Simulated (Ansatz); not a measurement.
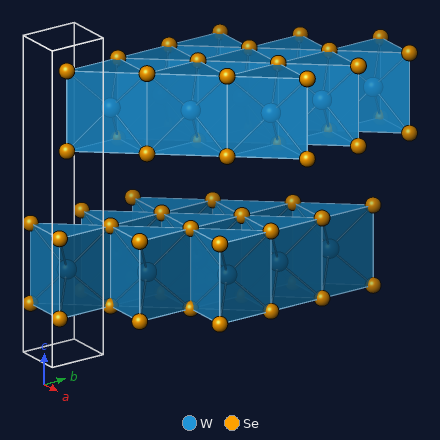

Polyhedra are drawn about W (bonds: Se–W below 2.8 Å); other atoms are plain spheres.

WSe2 (space group P6_3/mmc, No. 194). Coordinates: the input geometry of an electronic-structure calculation (not necessarily at equilibrium).

Sharing among the drawn polyhedra:

```
site           polyhedron  corner-sharing neighbours  edge-sharing  face-sharing  bond (Å)
   W  WSe6 trigonal prism                          0             6             0      2.53
```

They form layers of edge-sharing trigonal prisms parallel to (001).
